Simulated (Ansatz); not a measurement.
## Molecular dynamics, with input and output: MoHCl3OF2

MoHCl3OF2, computed with RKS BLYP-d4/def2-SVP (Ansatz 0.2.0).

The geometry comes from this level: PBE0-D4/def2-TZVP. Figures and captions count atoms from 1; the log counts them from 0 in places.

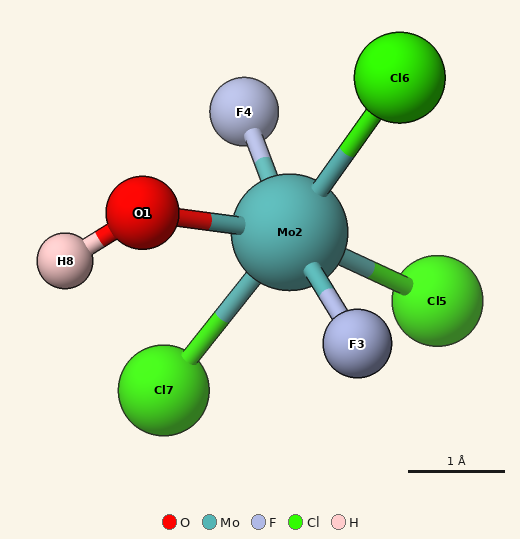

Figure 1. The starting structure (ball-and-stick view, seen at a tilt; atoms are numbered from 1 in the order of the input). Sticks mark near contacts.

## The input
```yaml
crystal:
  periodic: [false, false, false]
  atoms:
    - {symbol: O, position_ang: [-0.330643, -1.463351, 0.508332]}
    - {symbol: Mo, position_ang: [-0.084861, 0.288223, 0.043273]}
    - {symbol: F, position_ang: [1.129273, 0.578292, 1.388260]}
    - {symbol: F, position_ang: [-1.389295, 0.232268, -1.246129]}
    - {symbol: Cl, position_ang: [0.669800, 2.185236, -0.927388]}
    - {symbol: Cl, position_ang: [-1.652520, 1.136282, 1.430667]}
    - {symbol: Cl, position_ang: [1.514488, -0.730047, -1.351899]}
    - {symbol: H, position_ang: [0.143757, -2.226894, 0.154884]}
basis:
  gaussian: {orbitals: def2-SVP}
hamiltonian: {xc: {name: BLYP}, dispersion: d4}
md: {timestep: 0.5 fs, n_steps: 30, ensemble: nvt_langevin, temperature: 500, initial_velocities: maxwell_boltzmann, friction: 0.01, seed: 879}
```

Run on 4 threads of Arm Neoverse V1, 23 GiB of memory available, shared host.

Launched with:
```bash
ansatz run in.yaml --threads 4 --pin off --events-out ev --progress --plain --max-ram 11315MiB
```

## What the program printed
```
Functional definition: BLYP
  name "BLYP"
  cite "Becke, Phys. Rev. A 38, 3098 (1988) doi:10.1103/PhysRevA.38.3098"
  cite "Lee, Yang & Parr, Phys. Rev. B 37, 785 (1988) doi:10.1103/PhysRevB.37.785"
  parameter beta = 0.0042
  parameter a = 0.04918
  parameter b = 0.132
  parameter c = 0.2533
  parameter d = 0.349
  exchange = b88_x(beta = beta)
  correlation = lyp_c(a = a, b = b, c = c, d = d)
1385 factors; their error is unknown
mean field evaluation 1: about -46894.7273 eV, gradient 8.4e1 eV
mean field evaluation 2: about -46614.0333 eV, gradient 3.2e2 eV
mean field evaluation 4: about -46894.7086 eV, gradient 8.0e1 eV
mean field evaluation 8: about -46907.5817 eV, gradient 3.6e0 eV
mean field evaluation 16: about -46907.5550 eV, gradient 2.4e-3 eV
mean field -46907.55501731 eV, -1723.8208518034 hartree, gradient 3.1e-5 eV, S^2 0.000000; 0 other end points of the search recorded, 0 dependent functions left out
the calculation of the forces begins
reference -46907.55544752 eV, -1723.8208676131 hartree; 46, 46 occupied and 86, 86 virtual orbitals, 1385 factors
md step     0: t =     0.00 fs  T =   437.5 K  F+E_penalty+E_count = -46908.27979915 eV  E_kin = 0.452410 eV  (35 SCF iters)
these checks for a lower state are left out or cut short: starts, cluster_reference, orbital_swaps, neighbouring_geometries, increment
1385 factors; their error is unknown
mean field -46907.54270910 eV, -1723.8203994849 hartree, gradient 1.2e-5 eV, S^2 0.000000; 0 other end points of the search recorded, 0 dependent functions left out
the calculation of the forces begins
reference -46907.54313920 eV, -1723.8204152908 hartree; 46, 46 occupied and 86, 86 virtual orbitals, 1385 factors
md step     1: t =     0.50 fs  T =   472.7 K  F+E_penalty+E_count = -46908.26797583 eV  E_kin = 0.488823 eV  (37 SCF iters, 5 dispersion substeps)
[... from here on the SCF iterations and repeated set-up lines of each step are left out, up to the last step ...]
md step     2: t =     1.00 fs  T =   453.4 K  F+E_penalty+E_count = -46908.25801569 eV  E_kin = 0.468868 eV  (37 SCF iters, 5 dispersion substeps)
md step     3: t =     1.50 fs  T =   416.1 K  F+E_penalty+E_count = -46908.25227706 eV  E_kin = 0.430244 eV  (38 SCF iters, 5 dispersion substeps)
md step     4: t =     2.00 fs  T =   422.4 K  F+E_penalty+E_count = -46908.25041022 eV  E_kin = 0.436801 eV  (38 SCF iters, 5 dispersion substeps)
md step     5: t =     2.50 fs  T =   393.9 K  F+E_penalty+E_count = -46908.24910054 eV  E_kin = 0.407374 eV  (38 SCF iters, 5 dispersion substeps)
md step     6: t =     3.00 fs  T =   375.9 K  F+E_penalty+E_count = -46908.24442740 eV  E_kin = 0.388730 eV  (37 SCF iters, 5 dispersion substeps)
md step     7: t =     3.50 fs  T =   356.4 K  F+E_penalty+E_count = -46908.23478544 eV  E_kin = 0.368506 eV  (37 SCF iters, 5 dispersion substeps)
md step     8: t =     4.00 fs  T =   342.2 K  F+E_penalty+E_count = -46908.22197263 eV  E_kin = 0.353817 eV  (38 SCF iters, 5 dispersion substeps)
md step     9: t =     4.50 fs  T =   334.2 K  F+E_penalty+E_count = -46908.20806145 eV  E_kin = 0.345573 eV  (38 SCF iters, 5 dispersion substeps)
md step    10: t =     5.00 fs  T =   321.5 K  F+E_penalty+E_count = -46908.19535883 eV  E_kin = 0.332470 eV  (37 SCF iters, 5 dispersion substeps)
md step    11: t =     5.50 fs  T =   336.5 K  F+E_penalty+E_count = -46908.18541451 eV  E_kin = 0.347998 eV  (37 SCF iters, 5 dispersion substeps)
md step    12: t =     6.00 fs  T =   343.8 K  F+E_penalty+E_count = -46908.17858881 eV  E_kin = 0.355507 eV  (38 SCF iters, 5 dispersion substeps)
md step    13: t =     6.50 fs  T =   353.9 K  F+E_penalty+E_count = -46908.17420775 eV  E_kin = 0.365934 eV  (38 SCF iters, 5 dispersion substeps)
md step    14: t =     7.00 fs  T =   351.1 K  F+E_penalty+E_count = -46908.17052442 eV  E_kin = 0.363065 eV  (38 SCF iters, 5 dispersion substeps)
md step    15: t =     7.50 fs  T =   330.2 K  F+E_penalty+E_count = -46908.16598587 eV  E_kin = 0.341467 eV  (36 SCF iters, 5 dispersion substeps)
md step    16: t =     8.00 fs  T =   304.0 K  F+E_penalty+E_count = -46908.15970452 eV  E_kin = 0.314337 eV  (36 SCF iters, 5 dispersion substeps)
md step    17: t =     8.50 fs  T =   318.2 K  F+E_penalty+E_count = -46908.15064471 eV  E_kin = 0.329070 eV  (38 SCF iters, 5 dispersion substeps)
md step    18: t =     9.00 fs  T =   305.9 K  F+E_penalty+E_count = -46908.13903948 eV  E_kin = 0.316320 eV  (38 SCF iters, 5 dispersion substeps)
md step    19: t =     9.50 fs  T =   305.1 K  F+E_penalty+E_count = -46908.13054523 eV  E_kin = 0.315527 eV  (36 SCF iters, 5 dispersion substeps)
md step    20: t =    10.00 fs  T =   292.9 K  F+E_penalty+E_count = -46908.12809957 eV  E_kin = 0.302921 eV  (37 SCF iters, 5 dispersion substeps)
md step    21: t =    10.50 fs  T =   287.0 K  F+E_penalty+E_count = -46908.13163385 eV  E_kin = 0.296824 eV  (37 SCF iters, 5 dispersion substeps)
md step    22: t =    11.00 fs  T =   275.2 K  F+E_penalty+E_count = -46908.13938089 eV  E_kin = 0.284607 eV  (38 SCF iters, 5 dispersion substeps)
md step    23: t =    11.50 fs  T =   296.8 K  F+E_penalty+E_count = -46908.14714002 eV  E_kin = 0.306866 eV  (37 SCF iters, 5 dispersion substeps)
md step    24: t =    12.00 fs  T =   325.8 K  F+E_penalty+E_count = -46908.15236916 eV  E_kin = 0.336934 eV  (37 SCF iters, 5 dispersion substeps)
md step    25: t =    12.50 fs  T =   324.0 K  F+E_penalty+E_count = -46908.15505113 eV  E_kin = 0.335080 eV  (36 SCF iters, 5 dispersion substeps)
md step    26: t =    13.00 fs  T =   348.8 K  F+E_penalty+E_count = -46908.15500936 eV  E_kin = 0.360700 eV  (38 SCF iters, 5 dispersion substeps)
md step    27: t =    13.50 fs  T =   346.3 K  F+E_penalty+E_count = -46908.15339202 eV  E_kin = 0.358051 eV  (37 SCF iters, 5 dispersion substeps)
md step    28: t =    14.00 fs  T =   351.8 K  F+E_penalty+E_count = -46908.15386458 eV  E_kin = 0.363790 eV  (38 SCF iters, 5 dispersion substeps)
md step    29: t =    14.50 fs  T =   358.3 K  F+E_penalty+E_count = -46908.15829748 eV  E_kin = 0.370473 eV  (37 SCF iters, 5 dispersion substeps)
these checks for a lower state are left out or cut short: starts, cluster_reference, orbital_swaps, neighbouring_geometries, increment
1385 factors; their error is unknown
mean field evaluation 256: about -46907.4489 eV, gradient 4.4e-5 eV
mean field -46907.44891067 eV, -1723.8169524561 hartree, gradient 2.5e-5 eV, S^2 0.000000; 0 other end points of the search recorded, 0 dependent functions left out
the calculation of the forces begins
reference -46907.44934231 eV, -1723.8169683187 hartree; 46, 46 occupied and 86, 86 virtual orbitals, 1385 factors
1385 factors; their error is unknown
mean field evaluation 288: about -46902.0213 eV, gradient 1.3e1 eV
mean field -46907.44891067 eV, -1723.8169524561 hartree, gradient 2.6e-5 eV, S^2 0.000000; 2 other end points of the search recorded, 0 dependent functions left out
the calculation of the forces begins
reference -46907.44934231 eV, -1723.8169683187 hartree; 46, 46 occupied and 86, 86 virtual orbitals, 1385 factors
md step    30: t =    15.00 fs  T =   387.9 K  F+E_penalty+E_count = -46908.16808237 eV  E_kin = 0.401122 eV  (57 SCF iters, 5 dispersion substeps)
```

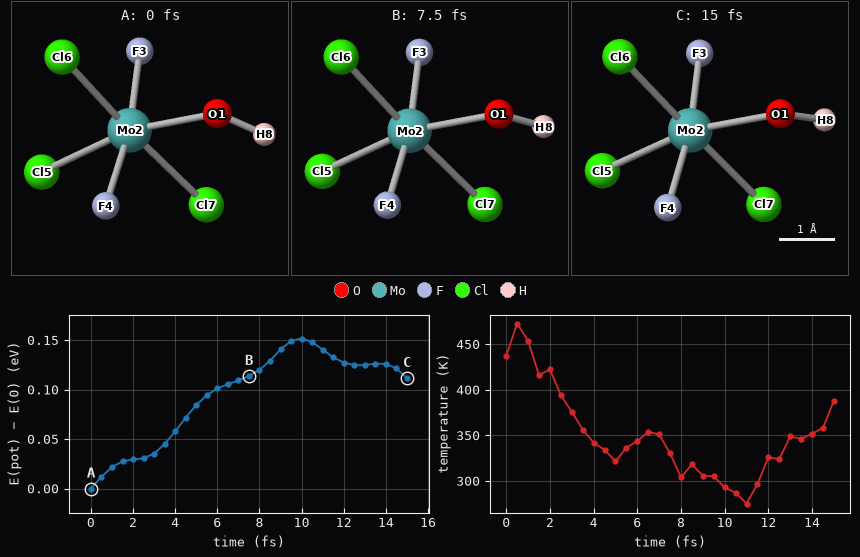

Figure 2. Frames of the molecular dynamics (ball-and-stick, seen at an oblique angle) above the curves, on which the letters mark them. The trajectory kept here has 31 frames over 15 fs. The temperature starts at 438 K, ranges from 275 to 473 K and averages 322 K over the second half. The potential energy ends 0.112 eV above its first value. After an unweighted best fit of the last frame on the first, the root-mean-square displacement is 0.13 Å, and H8 has moved furthest (0.25 Å).

```
Total energy: -46908.16851402 eV, -1723.8433973915 hartree
Atom 0 at    -0.450604    -1.543978     0.506837 Å, force     1.602710    -0.216689     0.104345 eV/Å
Atom 1 at    -0.099573     0.272638     0.046110 Å, force     0.417885    -0.338727     1.136731 eV/Å
Atom 2 at     1.201292     0.587023     1.371554 Å, force    -0.240609    -0.407490     0.256426 eV/Å
Atom 3 at    -1.316541     0.231798    -1.304234 Å, force    -1.142806    -0.053568    -1.011127 eV/Å
Atom 4 at     0.717415     2.164409    -0.875596 Å, force     0.220237     1.302407    -0.468874 eV/Å
Atom 5 at    -1.688916     1.193325     1.405033 Å, force    -0.324844     0.080458     0.338268 eV/Å
Atom 6 at     1.518643    -0.705142    -1.316173 Å, force     0.707027    -0.788787    -0.453768 eV/Å
Atom 7 at     0.369878    -2.134146     0.398320 Å, force    -1.239600     0.422396     0.097997 eV/Å
Dipole moment:    -0.004601    -0.230123     0.100391 e Å
```

## Trajectory as extended XYZ (Å, eV, eV/Å), 12 of the 31 frames kept, from step=0 to step=30
```
8
Properties=species:S:1:pos:R:3:forces:R:3 step=0 time_fs=0.0 energy=-46908.27980 temperature=437.5
O    -0.3306   -1.4634    0.5083   -0.6310  -0.6912   0.6939
Mo   -0.0849    0.2882    0.0433    0.1446   0.3637  -0.1854
F     1.1293    0.5783    1.3883    0.8480   0.1210   0.8966
F    -1.3893    0.2323   -1.2461   -0.8581  -0.1135  -0.8880
Cl    0.6698    2.1852   -0.9274    0.2953   1.0040  -0.4143
Cl   -1.6525    1.1363    1.4307   -0.7588   0.4013   0.6727
Cl    1.5145   -0.7300   -1.3519    0.5952  -0.4034  -0.5162
H     0.1438   -2.2269    0.1549    0.3648  -0.6819  -0.2592
8
Properties=species:S:1:pos:R:3:forces:R:3 step=3 time_fs=1.5 energy=-46908.25228 temperature=416.1
O    -0.3464   -1.4715    0.5054   -0.7678  -0.1974   0.7928
Mo   -0.0864    0.2876    0.0417    0.3072   0.2423   0.1716
F     1.1333    0.5792    1.3834    0.8197   0.0782   0.9146
F    -1.3735    0.2324   -1.2450   -1.1742  -0.0970  -1.1905
Cl    0.6761    2.1816   -0.9198    0.3191   1.0982  -0.4544
Cl   -1.6552    1.1385    1.4272   -0.7441   0.3787   0.6671
Cl    1.5130   -0.7263   -1.3487    0.6372  -0.4713  -0.5197
H     0.1853   -2.1987    0.1796    0.6028  -1.0317  -0.3814
8
Properties=species:S:1:pos:R:3:forces:R:3 step=5 time_fs=2.5 energy=-46908.24910 temperature=393.9
O    -0.3568   -1.4766    0.5037   -0.3176  -0.5930   0.5426
Mo   -0.0872    0.2873    0.0406    0.4393   0.1633   0.4509
F     1.1380    0.5809    1.3811    0.7573   0.0391   0.8791
F    -1.3645    0.2325   -1.2438   -1.3701  -0.0849  -1.3850
Cl    0.6803    2.1801   -0.9154    0.3308   1.1445  -0.4772
Cl   -1.6568    1.1399    1.4253   -0.7308   0.3658   0.6633
Cl    1.5121   -0.7240   -1.3465    0.6716  -0.5144  -0.5291
H     0.2219   -2.1927    0.1934    0.2195  -0.5205  -0.1447
8
Properties=species:S:1:pos:R:3:forces:R:3 step=8 time_fs=4.0 energy=-46908.22197 temperature=342.2
O    -0.3704   -1.4850    0.5027    0.6080  -1.2929   0.1314
Mo   -0.0887    0.2867    0.0394    0.6532   0.0340   0.8953
F     1.1459    0.5825    1.3792    0.6357  -0.0182   0.7956
F    -1.3524    0.2326   -1.2421   -1.6448  -0.0722  -1.6586
Cl    0.6863    2.1786   -0.9094    0.3390   1.1899  -0.4979
Cl   -1.6604    1.1429    1.4234   -0.6924   0.3391   0.6426
Cl    1.5109   -0.7203   -1.3437    0.7165  -0.5719  -0.5417
H     0.2776   -2.1910    0.2113   -0.6151   0.3922   0.2333
8
Properties=species:S:1:pos:R:3:forces:R:3 step=11 time_fs=5.5 energy=-46908.18541 temperature=336.5
O    -0.3822   -1.4949    0.5012    1.0444  -1.3227   0.0017
Mo   -0.0909    0.2862    0.0391    0.8678  -0.0853   1.3055
F     1.1551    0.5836    1.3774    0.4904  -0.0787   0.6957
F    -1.3416    0.2329   -1.2420   -1.8747  -0.0660  -1.8840
Cl    0.6911    2.1770   -0.9033    0.3401   1.2333  -0.5123
Cl   -1.6649    1.1475    1.4225   -0.6387   0.3017   0.6088
Cl    1.5103   -0.7165   -1.3410    0.7428  -0.6171  -0.5439
H     0.3156   -2.1781    0.2292   -0.9721   0.6348   0.3286
8
Properties=species:S:1:pos:R:3:forces:R:3 step=14 time_fs=7.0 energy=-46908.17052 temperature=351.1
O    -0.3937   -1.5056    0.4988    0.8393  -0.7339   0.1347
Mo   -0.0928    0.2854    0.0395    1.0185  -0.1790   1.6071
F     1.1641    0.5837    1.3764    0.3478  -0.1414   0.6032
F    -1.3320    0.2332   -1.2440   -2.0263  -0.0642  -2.0258
Cl    0.6959    2.1741   -0.8972    0.3376   1.2896  -0.5223
Cl   -1.6690    1.1533    1.4218   -0.5807   0.2604   0.5664
Cl    1.5105   -0.7132   -1.3367    0.7598  -0.6546  -0.5403
H     0.3354   -2.1489    0.2606   -0.6960   0.2229   0.1769
8
Properties=species:S:1:pos:R:3:forces:R:3 step=16 time_fs=8.0 energy=-46908.15970 temperature=304.0
O    -0.4014   -1.5124    0.4985    0.3688  -0.1109   0.2928
Mo   -0.0938    0.2847    0.0396    1.0885  -0.2112   1.7551
F     1.1695    0.5838    1.3761    0.2564  -0.1814   0.5429
F    -1.3265    0.2330   -1.2465   -2.0862  -0.0656  -2.0795
Cl    0.6986    2.1730   -0.8934    0.3306   1.3190  -0.5230
Cl   -1.6721    1.1578    1.4203   -0.5410   0.2322   0.5360
Cl    1.5105   -0.7114   -1.3338    0.7628  -0.6764  -0.5323
H     0.3380   -2.1244    0.2833   -0.1799  -0.3057   0.0080
8
Properties=species:S:1:pos:R:3:forces:R:3 step=19 time_fs=9.5 energy=-46908.13054 temperature=305.1
O    -0.4134   -1.5211    0.5005   -0.4052   0.7478   0.4771
Mo   -0.0956    0.2832    0.0407    1.1048  -0.2377   1.8193
F     1.1759    0.5838    1.3757    0.1475  -0.2333   0.4745
F    -1.3195    0.2324   -1.2535   -2.0734  -0.0683  -2.0528
Cl    0.7019    2.1720   -0.8885    0.3135   1.3416  -0.5130
Cl   -1.6761    1.1650    1.4173   -0.4959   0.1972   0.4958
Cl    1.5112   -0.7092   -1.3301    0.7489  -0.7038  -0.5044
H     0.3371   -2.0925    0.3170    0.6598  -1.0437  -0.1966
8
Properties=species:S:1:pos:R:3:forces:R:3 step=22 time_fs=11.0 energy=-46908.13938 temperature=275.2
O    -0.4262   -1.5265    0.5025   -0.0522   0.6217   0.3747
Mo   -0.0972    0.2809    0.0417    1.0118  -0.2353   1.7600
F     1.1830    0.5844    1.3746    0.0344  -0.2832   0.4018
F    -1.3154    0.2328   -1.2643   -1.9357  -0.0675  -1.8947
Cl    0.7050    2.1705   -0.8857    0.2949   1.3438  -0.4982
Cl   -1.6801    1.1728    1.4146   -0.4451   0.1654   0.4492
Cl    1.5124   -0.7076   -1.3268    0.7392  -0.7322  -0.4838
H     0.3472   -2.0891    0.3472    0.3527  -0.8128  -0.1090
8
Properties=species:S:1:pos:R:3:forces:R:3 step=25 time_fs=12.5 energy=-46908.15505 temperature=324.0
O    -0.4370   -1.5316    0.5039    0.9514   0.0124   0.1958
Mo   -0.0983    0.2780    0.0430    0.8261  -0.2555   1.5972
F     1.1893    0.5858    1.3735   -0.0630  -0.3303   0.3443
F    -1.3131    0.2317   -1.2780   -1.7048  -0.0607  -1.6330
Cl    0.7088    2.1681   -0.8832    0.2748   1.3343  -0.4884
Cl   -1.6832    1.1811    1.4118   -0.3989   0.1340   0.4010
Cl    1.5146   -0.7067   -1.3233    0.7361  -0.7559  -0.4706
H     0.3667   -2.1048    0.3701   -0.6216  -0.0783   0.0538
8
Properties=species:S:1:pos:R:3:forces:R:3 step=27 time_fs=13.5 energy=-46908.15339 temperature=346.3
O    -0.4433   -1.5359    0.5050    1.5017  -0.2936   0.1109
Mo   -0.0990    0.2758    0.0442    0.6680  -0.2857   1.4410
F     1.1943    0.5864    1.3727   -0.1360  -0.3616   0.3053
F    -1.3138    0.2313   -1.2880   -1.4940  -0.0550  -1.4016
Cl    0.7122    2.1665   -0.8803    0.2559   1.3219  -0.4834
Cl   -1.6852    1.1860    1.4095   -0.3703   0.1136   0.3754
Cl    1.5162   -0.7062   -1.3202    0.7314  -0.7724  -0.4673
H     0.3758   -2.1196    0.3791   -1.1567   0.3329   0.1198
8
Properties=species:S:1:pos:R:3:forces:R:3 step=30 time_fs=15.0 energy=-46908.16808 temperature=387.9
O    -0.4506   -1.5440    0.5068    1.6027  -0.2167   0.1043
Mo   -0.0996    0.2726    0.0461    0.4179  -0.3387   1.1367
F     1.2013    0.5870    1.3716   -0.2406  -0.4075   0.2564
F    -1.3165    0.2318   -1.3042   -1.1428  -0.0536  -1.0111
Cl    0.7174    2.1644   -0.8756    0.2202   1.3024  -0.4689
Cl   -1.6889    1.1933    1.4050   -0.3248   0.0805   0.3383
Cl    1.5186   -0.7051   -1.3162    0.7070  -0.7888  -0.4538
H     0.3699   -2.1341    0.3983   -1.2396   0.4224   0.0980
```

## Summary

- outcome: finished
- mean temperature over the second half: 322 K
- trajectory: 30 steps, 15 fs
- ensemble: nvt_langevin
- temperature in the input: 500 K
- time step: 0.5 fs
- potential energy (last step): −46908.1685 eV
- mean-field energy (last step): −46907.4493 eV
- dispersion energy (last step): −0.7192 eV
- SCF solution under orbital rotations (last step): stable
- largest force (length of the vector) (last step): 1.621 eV/Å
- dipole moment (last step): 1.21 D
- wall time: 81 s (CPU time 5.2 min)
- peak memory: 0.62 GiB

So short a trajectory is not equilibrated. The logged temperature at the start can lie below the typed one, since it is counted over all degrees of freedom. The temperature stays far from the 500 K of the thermostat over the second half: the run isn't equilibrated.
